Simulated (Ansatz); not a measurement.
# AlO (SMILES [O]=[Al]) at 6 levels

Wanted: a comparison of 6 runs (UHF/3-21G, U-revPBE/6-31G, UBLYP/6-31G, UPBE/6-31G, RPA@PBE/6-31G, UMP2/3-21G) of AlO. 

The calculation is run with Ansatz 0.2.0.

48 further runs of the same task are left out: 2 that didn't finish, 46 set aside as unsound or not needed.

### 1 Starting point

The species is AlO (2 atoms), meant as a doublet with charge 0. As SMILES, `[O]=[Al]`. The Al2–O1 distance was set to 4.050 Å, away from the relaxed value.

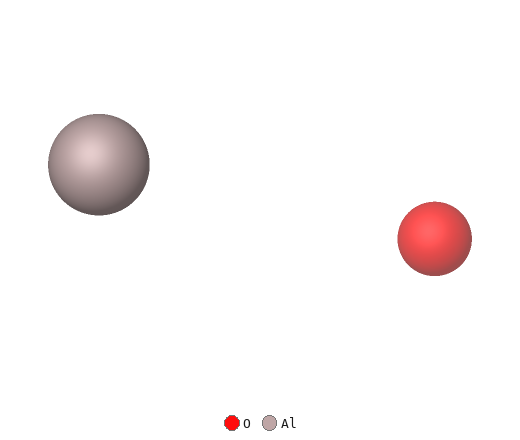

Viewed from a chosen angle; oxygen red, aluminium light grey.

### 2 A single-point energy at UHF/3-21G (run 1)

in.yaml reads:

```yaml
crystal:
  periodic: [false, false, false]
  atoms:
    - {symbol: O, position_ang: [0.000000, -0.000000, -2.454730]}
    - {symbol: Al, position_ang: [-0.000000, 0.000000, 1.594970]}
basis:
  gaussian: {orbitals: 3-21G.json}
magnetization: {spin_polarized: true, initial_magnetization: 1}
hamiltonian: {xc: hf}
accuracy: high
```

The basis set 3-21G is read from a file made from the Basis Set Exchange's data (not shown).

Started as:

```bash
$ ansatz run in.yaml --threads 1 --pin off --max-ram 3480MiB --events-out events.jsonl --progress --plain --runs-dir runs
```

Log:

```text
Warning: RAYON_NUM_THREADS=1 ignored (pool sized by the plan → 1); use --threads N
Functional definition: HF
  name "HF"
  exchange = exact_x
  correlation = 0
376 factors; integrals over basis functions are off by at most 6.0e-9 eV
mean field evaluation 1: about -8563.9621 eV, gradient 2.0e1 eV
mean field evaluation 2: about -8563.9625 eV, gradient 2.0e1 eV
mean field evaluation 4: about -8564.4298 eV, gradient 1.7e1 eV
mean field evaluation 8: about -8566.0637 eV, gradient 8.3e0 eV
mean field evaluation 16: about -8570.1103 eV, gradient 2.7e-1 eV
mean field evaluation 32: about -8570.1116 eV, gradient 1.5e-2 eV
mean field evaluation 64: about -8570.1089 eV, gradient 6.1e-2 eV
mean field evaluation 96: about -8570.1005 eV, gradient 1.0e-1 eV
mean field evaluation 128: about -8570.0035 eV, gradient 3.4e0 eV
mean field evaluation 160: about -8570.1117 eV, gradient 2.2e-1 eV
mean field evaluation 192: about -8568.9738 eV, gradient 1.5e-1 eV
mean field evaluation 224: about -8567.7381 eV, gradient 2.2e-1 eV
mean field evaluation 256: about -8566.4788 eV, gradient 8.1e-1 eV
mean field evaluation 288: about -8569.7576 eV, gradient 6.7e0 eV
mean field -8570.15414778 eV, -314.9473558718 hartree, gradient 5.3e-9 eV, S^2 1.751240; 7 other end points of the search recorded, 0 dependent functions left out
reference -8570.15414778 eV, -314.9473558718 hartree; 11, 10 occupied and 11, 12 virtual orbitals, 376 factors
Total energy: -8570.15414778 eV, -314.9473558718 hartree
```

It took 0.48 s on 1 thread of Intel Xeon Platinum 8488C (Sapphire Rapids), shared host.

### 3 The energy at U-revPBE/6-31G (run 2)

input.yaml reads:

```yaml
crystal:
  periodic: [false, false, false]
  atoms:
    - symbol: O
      position_ang: [0.000000, -0.000000, -2.454730]
    - symbol: Al
      position_ang: [-0.000000, 0.000000, 1.594970]
basis:
  gaussian:
    orbitals: 6-31G
magnetization:
  spin_polarized: true
  initial_magnetization: 1
hamiltonian:
  xc: {name: revPBE}
accuracy: high
```

Started as:

```bash
$ ansatz run input.yaml --threads 1 --pin off --max-ram 3480MiB --events-out events.jsonl --progress --plain --runs-dir runs
```

Log (excerpt; [...] marks lines left out):

```text
Warning: RAYON_NUM_THREADS=1 ignored (pool sized by the plan → 1); use --threads N
Functional definition: revPBE
  name "revPBE"
[...]
373 factors; integrals over basis functions are off by at most 4.0e-9 eV
[...]
mean field -8635.59251192 eV, -317.3521713982 hartree, gradient 7.8e-9 eV, S^2 1.326078; 23 other end points of the search recorded, 0 dependent functions left out
reference -8635.59251521 eV, -317.3521715192 hartree; 11, 10 occupied and 11, 12 virtual orbitals, 373 factors
Total energy: -8635.59251521 eV, -317.3521715192 hartree
```

Wall time 12 s (1 thread of Intel Xeon Platinum 8488C (Sapphire Rapids), shared host); peak memory 0.12 GiB.

Runs 3 to 5 aren't shown in full; the table further down has their settings and results.

### 4 The energy at UMP2/3-21G (run 6)

job.yaml reads:

```yaml
crystal:
  periodic: [false, false, false]
  atoms:
    - {symbol: O, position_ang: [0.000000, -0.000000, -2.454730]}
    - {symbol: Al, position_ang: [-0.000000, 0.000000, 1.594970]}
basis:
  gaussian: {orbitals: 3-21G.json}
magnetization: {spin_polarized: true, initial_magnetization: 1}
correlation: {method: mp2, frozen_orbitals: {Al: 5, O: 1}}
accuracy: high
```

The basis set 3-21G is read from a file made from the Basis Set Exchange's data (not shown).

Started as:

```bash
$ ansatz run job.yaml --threads 1 --pin off --max-ram 3480MiB --events-out events.jsonl --progress --plain --runs-dir runs
```

Log (excerpt; [...] marks lines left out):

```text
Warning: RAYON_NUM_THREADS=1 ignored (pool sized by the plan → 1); use --threads N
[... 2 set-up lines as earlier in the session ...]
[...]
376 factors; integrals over basis functions are off by at most 6.0e-9 eV
[...]
mean field -8570.15414778 eV, -314.9473558718 hartree, gradient 5.3e-9 eV, S^2 1.751240; 23 other end points of the search recorded, 0 dependent functions left out
6 core orbitals not correlated: weight in the atoms' cores, before any rotation towards them, 1.000 or more for the frozen orbitals, at most 0.000 for the correlated occupied ones
reference -8570.15414778 eV, -314.9473558718 hartree; 5, 4 occupied and 11, 12 virtual orbitals, 376 factors
second order -1.83277347 eV of doubles, -0.00000000 eV of singles
Total energy: -8571.98692125 eV, -315.0147090546 hartree
```

Run time: 1 s. Hardware: 1 thread of Intel Xeon Platinum 8488C (Sapphire Rapids), shared host.

### 5 The series

```
run           level  frozen core orbitals  energy (Eh)   ⟨S²⟩  wall time
  1       UHF/3-21G                     –  -314.947356  1.751     0.48 s
  2  U-revPBE/6-31G                     –  -317.352172  1.326       12 s
  3     UBLYP/6-31G                     –  -317.427153  1.285      9.9 s
  4      UPBE/6-31G                     –  -317.205683  1.308       11 s
  5   RPA@PBE/6-31G                     6  -316.821433  1.308       12 s
  6      UMP2/3-21G                     6  -315.014709  1.751        1 s
```

### 6 What came out

| quantity | value |
| --- | --- |
| run 6: total energy | -315.01471 Eh |
| run 6: correlation energy (6 core orbitals frozen) | -67.4 mEh |
| run 6: ⟨S²⟩ of the reference determinant | 1.751 |

In words: Totals of different functionals can't be ranked against each other. Spin contamination of the reference: run 1 ⟨S²⟩ = 1.75, run 6 ⟨S²⟩ = 1.75, run 2 ⟨S²⟩ = 1.33, run 5 ⟨S²⟩ = 1.31, run 4 ⟨S²⟩ = 1.31, run 3 ⟨S²⟩ = 1.29. Where it is this large, the reference is a mixture of spin states, and values that rest on it are in doubt. All runs together took 46 s, the longest 12 s.
